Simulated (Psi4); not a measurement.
# UPBE/6-31G(d) (spherical functions, sweep point 8) run of AlNH3O (SMILES [NH2][Al][OH])

Aim: the vertical ionisation energy of AlNH3O at UPBE/6-31G* (spherical functions, sweep point 8), from 2 runs. 

Program for the calculation: Psi4 1.11.

4 further runs of the same task are left out: 4 set aside as unsound or not needed.

### 1 The system as given

The species is AlNH3O (6 atoms), meant as a doublet with charge 0. As SMILES, `[NH2][Al][OH]`. Geometry: relaxed at PBE0-D4/def2-TZVP. This is one conformer, not always the lowest.

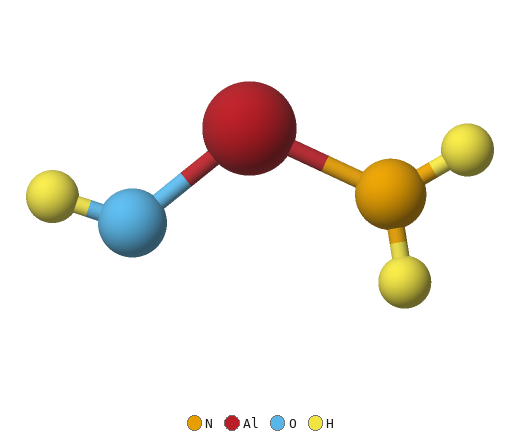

Viewed from a chosen angle; nitrogen amber, aluminium red, oxygen blue, hydrogen yellow.

### 2 A single-point energy at UPBE/6-31G(d) (spherical functions, sweep point 8)

The input, input.dat:

```
memory 1.6 GB

molecule {
  0 2
  N     -1.74591797     0.45391222    -1.43770364
  Al     1.12476499     1.13629232     0.13360364
  O      2.25652197    -1.16879561     2.08096641
  H     -2.71043418    -1.17843321    -1.24192801
  H     -2.63560103     1.62818803    -2.63956945
  H      3.79022369    -0.99229519     3.01751468
  units bohr
  symmetry c1
}

set basis 6-31G*
set reference uks
set puream true
set scf_type pk
set dft_radial_points 250
set dft_spherical_points 1202
set maxiter 150

result, w = energy("pbe", return_wfn=True)
print_variables()
```

On the command line:

```bash
psi4 -i input.dat -o output.dat -n 1
```

output.dat:

```text
[...]
  Running in c1 symmetry.
[...]
  Nuclear repulsion =   93.731213377113235
[...]
  Multiplicity = 2
[...]
  Nalpha       = 16
  Nbeta        = 15
[...]
    Number of basis functions: 52
[...]
   @UKS iter   1:  -373.32523304447500    3.59565e-02   2.29863e-02 ADIIS/DIIS
[...]
   @UKS iter  10:  -373.93413650409025   -6.10089e-09   4.78681e-07 DIIS
[...]
   @S^2 Observed:                7.522145630E-01
[...]
    Orbital Energies [Eh]
    ---------------------
    Alpha Occupied:
       1A    -55.368990     2A    -18.742882     3A    -13.960959
       4A     -3.919790     5A     -2.524808     6A     -2.523519
       7A     -2.519304     8A     -0.877054     9A     -0.743064
      10A     -0.442012    11A     -0.421406    12A     -0.356624
      13A     -0.288645    14A     -0.259326    15A     -0.204137
      16A     -0.162681
    Alpha Virtual:
      17A     -0.024261    18A      0.010075    19A      0.027733
      20A      0.099497    21A      0.127751    22A      0.142819
      23A      0.153125    24A      0.171240    25A      0.275304
[...]
  @UKS Final Energy:  -373.93413650409025
   => Energetics <=
    Nuclear Repulsion Energy =             93.7312133771132352
    One-Electron Energy =                -703.9667671131151110
    Two-Electron Energy =                 271.3654714426485839
    DFT Exchange-Correlation Energy =     -35.0640542107369555
    Empirical Dispersion Energy =           0.0000000000000000
    VV10 Nonlocal Energy =                  0.0000000000000000
    Total Energy =                       -373.9341365040902474
[...]
 Multipole Moments:
 ------------------------------------------------------------------------------------
     Multipole            Electronic (a.u.)      Nuclear  (a.u.)        Total (a.u.)
 ------------------------------------------------------------------------------------
 L = 1.  Multiply by 2.5417464519 to convert [e a0] to [Debye]
 Dipole X            :          1.9817559           -1.9880953           -0.0063394
 Dipole Y            :          1.3076794           -1.1262401            0.1814393
 Dipole Z            :          0.6531824           -0.7510462           -0.0978638
 Magnitude           :                                                    0.2062468
[...]
```

Run time: 33 s. Hardware: 1 thread of AMD EPYC 9R45 (Zen 5), shared host; peak memory 1.5 GiB.

### 3 The singlet cation at the same level

The input, input.inp:

```
memory 1600 MB

molecule {
  1 1
  N     -1.74591797     0.45391222    -1.43770364
  Al     1.12476499     1.13629232     0.13360364
  O      2.25652197    -1.16879561     2.08096641
  H     -2.71043418    -1.17843321    -1.24192801
  H     -2.63560103     1.62818803    -2.63956945
  H      3.79022369    -0.99229519     3.01751468
  units au
  symmetry c1
}

set {
  basis 6-31G*
  reference rks
  puream true
  scf_type pk
  dft_radial_points 250
  dft_spherical_points 1202
}

E, wfn = energy('pbe', return_wfn=True)
print_variables()
```

On the command line:

```bash
psi4 -i input.inp -o input.out -n 1
```

input.out:

```text
[...]
  Running in c1 symmetry.
[...]
  Nuclear repulsion =   93.731213377113235
[...]
  Multiplicity = 1
[...]
  Nalpha       = 15
  Nbeta        = 15
[...]
    Number of basis functions: 52
[...]
   @RKS iter   1:  -373.06964096693514    2.91549e-01   2.20414e-02 ADIIS/DIIS
[...]
   @RKS iter  10:  -373.65102176402820   -2.82432e-09   3.33438e-07 DIIS
[...]
    Orbital Energies [Eh]
    ---------------------
    Doubly Occupied:
       1A    -55.690575     2A    -19.001539     3A    -14.194470
       4A     -4.233843     5A     -2.839485     6A     -2.837418
       7A     -2.831276     8A     -1.123103     9A     -0.964677
      10A     -0.681941    11A     -0.638902    12A     -0.591517
      13A     -0.534413    14A     -0.499168    15A     -0.428671
[...]
  @RKS Final Energy:  -373.65102176402820
   => Energetics <=
    Nuclear Repulsion Energy =             93.7312133771132352
    One-Electron Energy =                -695.8408180049462999
    Two-Electron Energy =                 263.2217374307323325
    DFT Exchange-Correlation Energy =     -34.7631545669274686
    Empirical Dispersion Energy =           0.0000000000000000
    VV10 Nonlocal Energy =                  0.0000000000000000
    Total Energy =                       -373.6510217640282008
[...]
 Multipole Moments:
 ------------------------------------------------------------------------------------
     Multipole            Electronic (a.u.)      Nuclear  (a.u.)        Total (a.u.)
 ------------------------------------------------------------------------------------
 L = 1.  Multiply by 2.5417464519 to convert [e a0] to [Debye]
 Dipole X            :          2.6385960           -1.9880953            0.6505007
 Dipole Y            :          2.5382897           -1.1262401            1.4120496
 Dipole Z            :          0.4584576           -0.7510462           -0.2925886
 Magnitude           :                                                    1.5819745
[...]
```

It took 21 s on 1 thread of AMD EPYC 9R45 (Zen 5), shared host; peak memory 1.5 GiB.

### 4 Summary of results

Level: UPBE/6-31G* (spherical functions, sweep point 8).

| quantity | value |
| --- | --- |
| doublet AlNH3O: total energy | -373.93414 Eh |
| doublet AlNH3O: dipole moment | 0.52 D |
| doublet AlNH3O: HOMO energy (highest over α and β) | -4.43 eV |
| doublet AlNH3O: LUMO energy (lowest over α and β) | -2.86 eV |
| doublet AlNH3O: ⟨S²⟩ | 0.752 |
| singlet cation: total energy | -373.65102 Eh |
| singlet cation: HOMO energy | -11.66 eV |
| singlet cation: LUMO energy | -10.75 eV |
| singlet cation: HOMO–LUMO gap | 0.92 eV |
| vertical ionisation energy (to the singlet cation) | 7.704 eV |

**Reading.** Removing an electron at fixed nuclei costs 7.70 eV (743 kJ/mol). Only the singlet of the ionised species was computed; a triplet could lie lower.
